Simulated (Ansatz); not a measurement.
# Fields on a plane of PbO2 (space group Pbcn)

```
CELL_PARAMETERS angstrom
      5.06405     0.00000     0.00000
      0.00000     5.93510     0.00000
      0.00000     0.00000     5.47960
ATOMIC_POSITIONS crystal
  Pb 0.50000 0.18138 0.75000
  Pb 0.50000 0.81862 0.25000
  Pb 0.00000 0.31862 0.25000
  Pb 0.00000 0.68138 0.75000
  O  0.26511 0.09152 0.43058
  O  0.73489 0.90848 0.56942
  O  0.23489 0.40848 0.93058
  O  0.76511 0.59152 0.06942
  O  0.76511 0.40848 0.56942
  O  0.23489 0.59152 0.43058
  O  0.73489 0.09152 0.06942
  O  0.26511 0.90848 0.93058
```

The slice is a (001) plane (indices of the conventional cell) through the point (0.235, 0.592, 0.431) (fractional), spanned by u = [100] and v = [010] in vectors of this cell: u (5.06 Å) and v (5.94 Å, at 90° to u). It covers one period; positions are fractions (u, v).

Atoms on it: O at (0.03, 0.50); O at (0.00, 0.00). Other atoms lie within 1 Å of the plane.

All values below come from PBEsol (plane waves to 420 eV, PAW, scalar-relativistic; Ansatz, an electronic-structure program). k mesh 8×7×7. These are valence fields of a PAW run, semicore shells included where kept as valence: close to a nucleus they are smooth pseudo fields. At this level the bands of PbO2 touch or barely overlap. PbO2 was relaxed with its symmetry unable to fall. Spin-orbit coupling is left out, though Pb is heavy. This is one of several known forms of PbO2; the measured ambient cells at hand have space group No. 136.

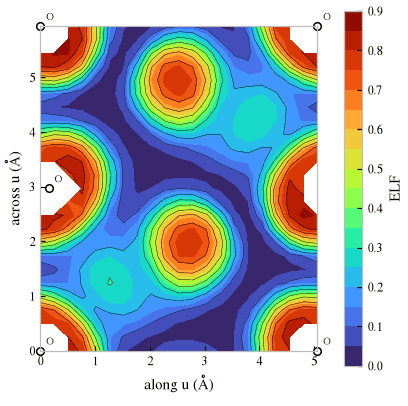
Fig. 1. Electron localisation function (ELF), one period of the plane, atoms marked. Points within 0.4 Å of a nucleus are left white, as the pseudised field means little there.

| v \ u | 0.00 | 0.15 | 0.30 | 0.45 | 0.60 | 0.75 | 0.90 |
|---|---|---|---|---|---|---|---|
| 0.88 | 0.0 | -0.7 | -1.2 | -0.4 | -0.3 | -0.6 | -0.3 |
| 0.75 | -0.9 | -1.3 | -1.3 | -0.4 | -0.2 | -0.2 | -0.6 |
| 0.62 | 0.0 | -0.4 | -1.2 | -1.2 | -0.8 | -0.5 | -0.3 |
| 0.50 | 0.9 | 0.3 | -1.0 | -1.1 | -1.1 | -1.1 | 0.2 |
| 0.38 | 0.0 | -0.3 | -0.6 | -0.3 | -0.5 | -1.3 | -0.5 |
| 0.25 | -1.0 | -0.5 | -0.2 | -0.2 | -0.5 | -1.3 | -1.2 |
| 0.12 | 0.0 | -0.4 | -0.5 | -0.9 | -1.2 | -1.1 | -0.3 |
| 0.00 | 0.9 | -0.1 | -1.1 | -1.1 | -1.1 | -0.9 | 0.5 |

Values: log₁₀ of the valence density in e/Å³. The scale is logarithmic, as a density can span decades between atoms and voids.
